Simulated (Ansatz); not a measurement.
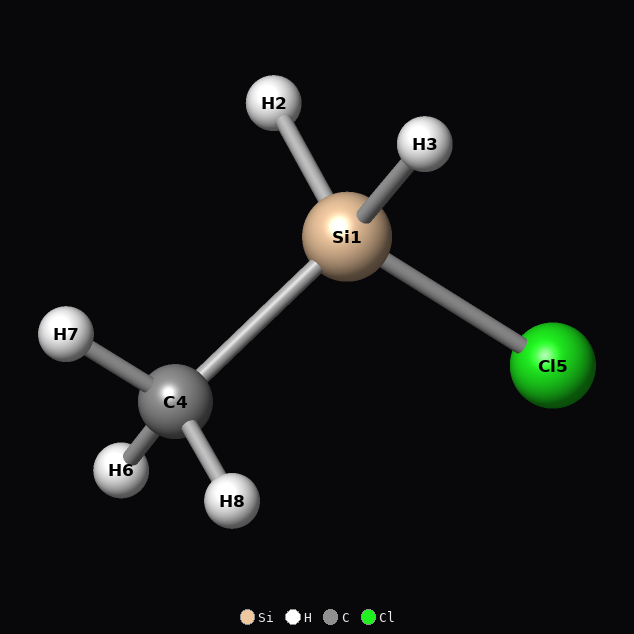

Sticks follow a distance rule. Harmonic vibrations computed with RKS PBE0-D4/def2-TZVP (Ansatz 0.2.0) at a stationary point of the same level.

How many imaginary frequencies does it have?

A minimum: no imaginary frequency, and the lowest mode lies at 165 cm⁻¹.

How many vibrational modes are there, and where do they lie?

18 modes: 165, 198, 491, 529, 678, 699, 755, 883, 910, 959, 1278, 1442, 1448, 2238, 2242, 3053, 3138, 3149 cm⁻¹.
